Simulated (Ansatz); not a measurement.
# SrLiH3 (model cell, started as cubic perovskite with Sr in the octahedra): phonons and vibrational spectra, part 3 of 3

Wanted: phonon frequencies of SrLiH3 (model cell, started as cubic perovskite with Sr in the octahedra) and what follows from them.

Ansatz 0.2.0; DFT PBEsol, scalar-relativistic, plane waves, PAW.

So far. Step 4 (Tight relaxation): The forces vanish by symmetry and the pressure is -0.003 GPa, within the tolerances set. The cell now holds 19.37 Å³/atom. Step 5 (Linear response at the zone centre): Before it was imposed, the acoustic sum rule was missed by 4.2e-5 eV/Å² and the charge sum rule by 0.0041 e. Small misses are needed for a sound result but don't prove that mesh and cutoff are converged. The relaxed cell has a = 4.592 Å (conventional setting).

The structure was built from a prototype and need not be the compound's stable phase.

**6. Response at finite wavevector**

Stability and thermal properties need the whole zone. Linear response on a 4×4×4 q mesh gives force constants as far as a supercell of that size would, and the tensors from the zone-centre run are typed in so that the long-range dipole term is interpolated apart.

File input.yaml:

```yaml
crystal:
  lattice:
    - [4.5923772974, 0.0, 0.0]
    - [0.0, 4.5923772974, 0.0]
    - [0.0, 0.0, 4.5923772974]
  atoms:
    - { symbol: Li, position: [0.0, 0.0, 0.0] }
    - { symbol: Sr, position: [0.5, 0.5, 0.5] }
    - { symbol: H, position: [0.5, 0.5, 0.0] }
    - { symbol: H, position: [0.5, 0.0, 0.5] }
    - { symbol: H, position: [0.0, 0.5, 0.5] }
kpoints:
  mp_grid: { grid: [8, 8, 8] }
hamiltonian:
  xc: pbesol
scf:
  occupations: { method: fixed }
output:
  eigenvalues: true
phonons:
  method: dfpt
  qmesh: [4, 4, 4]
  temperatures: { t_max: 1000, t_step: 50 }
  qpath:
    path:
      - [[0.0, 0.0, 0.0], [0.0, 0.5, 0.0], [0.5, 0.5, 0.0], [0.0, 0.0, 0.0], [0.5, 0.5, 0.5], [0.0, 0.5, 0.0]]
      - [[0.5, 0.5, 0.5], [0.5, 0.5, 0.0]]
    npoints: 10
  non_analytic_term:
    high_frequency_dielectric_tensor: [[3.8409, 0.0, 0.0], [0.0, 3.8409, 0.0], [0.0, 0.0, 3.8409]]
    born_effective_charges:
      - { species: Li, tensor: [[1.4242, 0.0, 0.0], [0.0, 1.4242, 0.0], [0.0, 0.0, 1.4242]] }
      - { species: Sr, tensor: [[1.5973, 0.0, 0.0], [0.0, 1.5973, 0.0], [0.0, 0.0, 1.5973]] }
      - { species: H, tensor: [[-1.0177, 0.0, 0.0], [0.0, -1.0177, 0.0], [0.0, 0.0, -0.9862]] }
      - { species: H, tensor: [[-1.0177, 0.0, 0.0], [0.0, -0.9862, 0.0], [0.0, 0.0, -1.0177]] }
      - { species: H, tensor: [[-0.9862, 0.0, 0.0], [0.0, -1.0177, 0.0], [0.0, 0.0, -1.0177]] }
    source: "zone-centre run at this cell"
```

Started as:

```bash
ansatz run input.yaml --threads 8 --pin off --max-ram 14336MiB --backend cpu --events-out ev --progress --plain --runs-dir out
```

Numbers of over 12 decimals in the logs are rounded to 6 here.

Output:

```text
[...]
Crystal: 5 atoms, lattice volume = 96.853 Å³
Basis set: ecut = 420 eV, 1863 PW (Γ), exchange–correlation on 64×64×64 points (8 copies of the dense FFT grid, shifted against one another)
Bands: 13, of which v1, the nominal top of the filled ones, is band 8 counted from 1 (7 counted from 0)
Symmetry: 48 space group operations
k-points: 35 of 512
[...]
SCF iter   1: F=—  HF=-3742.326067 eV  |F-HF|=—  |Δ(HF+E_count)|=         —  Δρ=6.18e-3  dr2=3.57e-2  ethr=1.77e-3  ⟨swp⟩=5.3  Hψ=2630  notcnv=0  defer=66
[...]
SCF iter   8: F=-3742.316088 eV  HF=-3742.316088 eV  |F-HF|=3.64e-12  |Δ(HF+E_count)|=  2.35e-10  Δρ=1.14e-7  dr2=9.73e-12  ethr=1.00e-12  ⟨swp⟩=11.9  Hψ=3753  notcnv=0
SCF 1 converged in 8 iterations: F = -3742.316088 eV  dr2 = 9.73e-12
[...]
NSCF: frozen V_eff on 35 k-points
[...]
DFPT response loops at q = (0, 0, 0) (fractional): preconditioner auto → none (the input reference at scf.mixing.eps_inf says where Resta's filter doesn't serve); β = 0.50; Broyden in place of MSR1
[...]
SCF converged after 8 iterations
Free energy (F): -3742.316088 eV
[...]
Internal energy: -3742.316088 eV  (E = F + TS)
E sigma→0 (E₀):  -3742.316088 eV
Fermi energy:    0.729304 eV
[...]
--- Band table (eV; the first three rows and the last of 35) ---
  k-point 0: bands = [... 4 lower, -14.1340, -2.5207, -0.2758, -0.2758, 5.8724, 5.8724, 5.8724, 6.0194, ... 1 higher]
  k-point 1: bands = [... 4 lower, -14.1332, -2.4134, -0.2554, -0.2341, 5.1913, 5.7674, 5.7674, 6.6098, ... 1 higher]
  k-point 2: bands = [... 4 lower, -14.1311, -2.1334, -0.2050, -0.1607, 4.6624, 5.5419, 5.5419, 6.9526, ... 1 higher]
  k-point 34: bands = [... 4 lower, -14.2435, 0.7293, 0.7293, 0.7293, 2.9950, 2.9950, 2.9950, 5.1768, ... 1 higher]
--- Phonons (Γ-DFPT): 4 representative perturbations + reference (Σ response iterations 12) ---
  ASR residual: 7.769e-5 → 0.000e0 eV/Å²; symmetrization residual: 2.796e-7 eV/Å²
  ASR residual per site (eV/Å²): 4.73e-7 7.77e-5 2.79e-5 2.79e-5 2.79e-5
[...]
--- Phonons (arbitrary-q DFPT): 10 irreducible q on the 4×4×4 mesh ---
  q = [0.0000, 0.0000, 0.0000] (star 1, of the zone-centre solve; hermiticity 8.22e-8, symmetrization 1.74e-13): -421.03 -421.03 -421.03 -418.93 -418.93 -418.93 -0.00 -0.00 0.00 241.57 241.57 241.57 1287.16 1287.16 1287.16
  q = [0.0000, 0.0000, 0.2500] (star 6, 9 solved perturbations in 1560 linear systems a pass and spin channel, the states on 200 of 512 k-point pairs; hermiticity 9.08e-8, symmetrization 9.26e-14): -409.65 -409.65 -380.67 -380.67 -359.58 37.14 37.14 86.86 139.86 211.85 211.85 432.01 1286.79 1286.79 1351.26
[...]
q = [0.0000, 0.2500, -0.5000] (star 12, 15 solved perturbations on 200 of 512 k-point pairs; hermiticity 5.48e-8, symmetrization 2.38e-8): -495.06 -370.42 -340.75 -323.30 -319.41 68.22 94.91 102.03 120.88 305.36 321.34 472.62 1286.11 1299.01 1367.34
[...]
sum rule: each row above includes the acoustic sum rule's correction from the zone centre's row sums; it moved no ω² by more than (2.74 cm⁻¹)²
  mesh force constants: q→R imaginary residual 8.35e-19; ASR residual 7.769e-5 → 0.000e0 eV/Å²; symmetrization residual 7.105e-15 eV/Å²
  interpolated dispersion: 63 rows × 15 modes
  density of states and harmonic sums: on the 16×16×16 q-mesh, interpolated from the force constants of a 4×4×4 supercell (with the dipole–dipole term of supplied tensors)
  largest difference from the sums on the solved wave vectors: F 1.20e-3 eV, S 4.64e-6 and C_V 2.72e-6 eV/K
  zero-point energy: 0.338378 eV/cell   skipped modes (ω ≤ 0): 917, of them read as no rigid motion or as one in doubt: 914 (5.555e0 modes/cell left out, lowest -559.63 cm⁻¹)   left out of the sums: 3.70e-1 of the cell's modes: C_V's classical limit lies that fraction below 3 k_B per atom; for a crystal, a wire or a layer, F and S can be off by more, and a phonons.interpolated_qmesh denser along its periods is the remedy for the sampling
```

Wall time 2 min (8 threads of Arm Neoverse V2, shared host); peak memory 1.5 GiB; 15 min of CPU time.

This step gave:

* sum-rule residual before enforcement: 7.77e-5 eV/Å²
* lowest frequency on the path: -559.6 cm⁻¹
* highest frequency on the path or at a solved wavevector: 1389 cm⁻¹
* lowest mode on the q mesh (acoustic modes at Γ apart): -559.6 cm⁻¹

Frequencies (cm⁻¹) solved at each irreducible wavevector; negative means imaginary. Frequencies by wavevector, by row:

```
q in reciprocal lattice units  star  mode 1  mode 2  mode 3  mode 4  mode 13  mode 14  mode 15
                        0 0 0     1    -421    -421    -421  -418.9     1287     1287     1287
                     0 0 0.25     6  -409.6  -409.6  -380.7  -380.7     1287     1287     1351
                     0 0 -0.5     3  -396.7  -396.7    -347    -347     1286     1286     1363
                  0 0.25 0.25    12  -478.1  -380.4  -370.6  -356.9     1286     1296     1357
                  0 0.25 -0.5    12  -495.1  -370.4  -340.8  -323.3     1286     1299     1367
                  0 -0.5 -0.5     3  -553.4  -361.6  -361.6  -282.2     1286     1307     1376
               0.25 0.25 0.25     8  -491.7  -465.4  -465.4  -280.3     1296     1296     1363
               0.25 0.25 -0.5    12  -508.6  -478.6  -471.7  -294.2     1295     1300     1372
               0.25 -0.5 -0.5     6  -556.5  -495.6  -495.6  -283.3     1297     1306     1381
               -0.5 -0.5 -0.5     1  -559.6  -559.6  -559.6  -280.4     1306     1306     1388
```

Interpolated from a 4×4×4 q mesh, with the LO-TO term (at Γ the limit along the path; where Γ stands inside the path, tables give the limit on arrival). The phonon branches at the labelled points (cm⁻¹):

```
    point  branch 1  branch 2  branch 3  branch 4  branch 12  branch 13  branch 14  branch 15
        Γ      -421      -421      -421      -419        412       1287       1287       1341
        X      -397      -397      -347      -347        452       1286       1286       1363
        M      -553      -362      -362      -282        488       1286       1307       1376
        Γ      -421      -421      -421      -419        412       1287       1287       1341
        R      -560      -560      -560      -280        523       1306       1306       1388
        X      -397      -397      -347      -347        452       1286       1286       1363
jump to R      -560      -560      -560      -280        523       1306       1306       1388
        M      -553      -362      -362      -282        488       1286       1307       1376
```

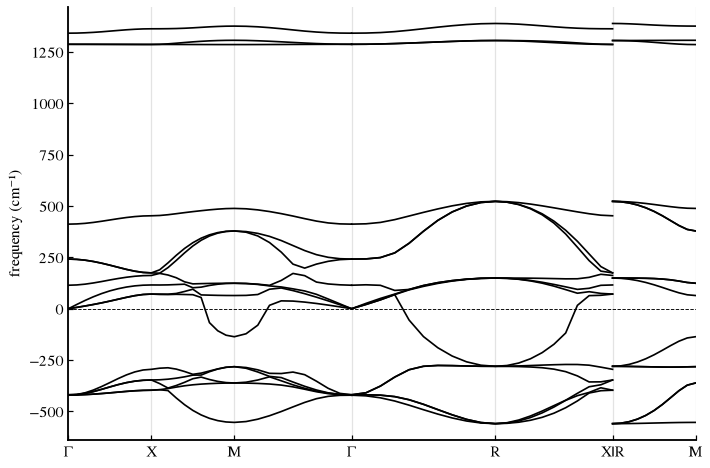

Phonon branches along the path.

The phonon density of states has structure finer than the step of the table below, so its rows give means over 100 cm⁻¹, whole bins alone (the curve runs from -570 to 1390 cm⁻¹). Peaks (cm⁻¹: height): -410.0: 0.0272, -290.0: 0.0411, 130.0: 0.0404, 470.0: 0.0204, 1290.0: 0.0776, 1370.0: 0.0339.

Tetrahedra on a 16×16×16 mesh, mean over bins of 20 cm-1. Interpolated from a 4×4×4 q mesh. Table of phonon density of states by wavenumber; means over each step:

```
wavenumber (cm⁻¹)  phonon density of states (1/cm⁻¹/cell)
             -500                                  0.0117
             -400                                  0.0196
             -300                                  0.0181
             -200                                 0.00223
             -100                                 0.00239
                0                                 0.00404
              100                                  0.0283
              200                                 0.00629
              300                                 0.00718
              400                                 0.00902
              500                                  0.0102
              600                                       0
              700                                       0
              800                                       0
              900                                       0
             1000                                       0
             1100                                       0
             1200                                       0
             1300                                  0.0213
```

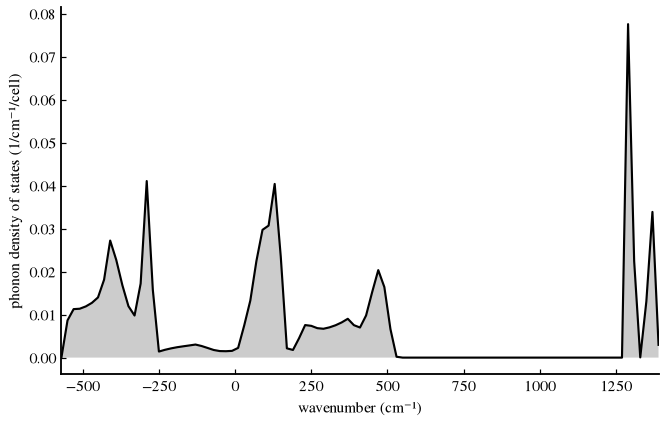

Phonon density of states against wavenumber.

The partial phonon density of states has structure finer than the step of the table below, so its rows give means over 100 cm⁻¹, whole bins alone (the curve runs from -568 to 1439 cm⁻¹). Peaks (cm⁻¹: height): H -403.6: 0.0193, 467.4: 0.0167, 1287.9: 0.0471, 1363.6: 0.0227; Li -290.0: 0.0176, 126.6: 0.00473, 240.2: 0.00455; Sr 126.6: 0.0293.

Phonopy on the run's constants, 13x13x13 mesh, Gaussian sigma 14.3 cm-1. Interpolated from a 4×4×4 q mesh. The partial phonon density of states by wavenumber; means over each step; values in 1/cm⁻¹/cell:

```
wavenumber (cm⁻¹)        H       Li       Sr
             -500   0.0113   2.6e-4   5.0e-6
             -400   0.0164  0.00286   2.5e-5
             -300  0.00912  0.00899   1.7e-5
             -200   3.2e-4  0.00215   1.8e-5
             -100   2.6e-4  0.00212   1.1e-4
                0   2.0e-4   8.8e-4  0.00280
              100   9.8e-4  0.00304   0.0237
              200  0.00140  0.00311  0.00243
              300  0.00335  0.00341   3.3e-4
              400  0.00668  0.00225   2.4e-4
              500  0.00902   9.2e-4   1.5e-4
              600   1.1e-5   2.3e-6        0
              700        0        0        0
              800        0        0        0
              900        0        0        0
             1000        0        0        0
             1100        0        0        0
             1200   6.3e-5        0   6.3e-7
             1300   0.0218   2.4e-6   1.2e-4
```

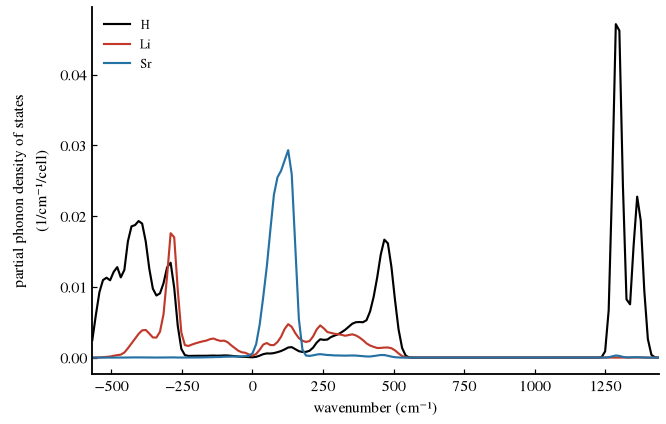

Partial phonon density of states against wavenumber.

Symmetry leaves 10 wavevectors to solve. The lowest mode among them, the acoustic zeros apart, lies at q = (-0.5, -0.5, -0.5) and is imaginary, 559.6i cm⁻¹, so the energy falls along it.

**7. What came out**

```
space group after relaxation (within 0.01 Å)            : Pm-3m
volume per atom                                         : 19.4 Å³
gap on the k-mesh                                       : 1.66 eV
highest optical mode at the zone centre (no LO-TO term) : 1287 cm⁻¹
top of the zone-centre spectrum with the field          : 1341 cm⁻¹
lowest optical zone-centre mode                         : -421 cm⁻¹
mean high-frequency dielectric constant                 : 3.84
largest Born charge (third of the trace)                : 1.60 e
lowest mode on the q mesh (acoustic modes at Γ apart)   : -560 cm⁻¹
highest frequency on the path or at a solved wavevector : 1389 cm⁻¹
imaginary modes on the 4×4×4 q mesh                     : yes
```

Modes are clearly imaginary (beyond 10i cm⁻¹) at 10 of the 10 irreducible wavevectors, most at q = (-0.5, -0.5, -0.5) (559.6i cm⁻¹), so this structure is not a minimum of the energy. Without the field, the optical modes at Γ span -421 to 1287 cm⁻¹ (negative means imaginary). The highest mode in this list at Γ, 1287.2 cm⁻¹, is mostly motion of H (99 % of the kinetic energy). With the macroscopic field of the longitudinal modes the top of the zone-centre spectrum lies at 1341 cm⁻¹, against 1287 cm⁻¹ without it. Among the real modes, the strongest infrared line is at 1287 cm⁻¹. The starting cell was built on a prototype and not taken from a measurement, so the phase need not exist. These are harmonic frequencies at zero temperature: anharmonic shifts, linewidths and thermal expansion are left out.

[Logs are printed without paths, hosts, clocks, repeated set-up lines and the standing remarks that a program may print on its own settings, such as how far it seeks lower states.]

[Hosts, paths, dates, database ids (printed as entryN), source tags and the programs' standing remarks are cut or masked in the printed files.]
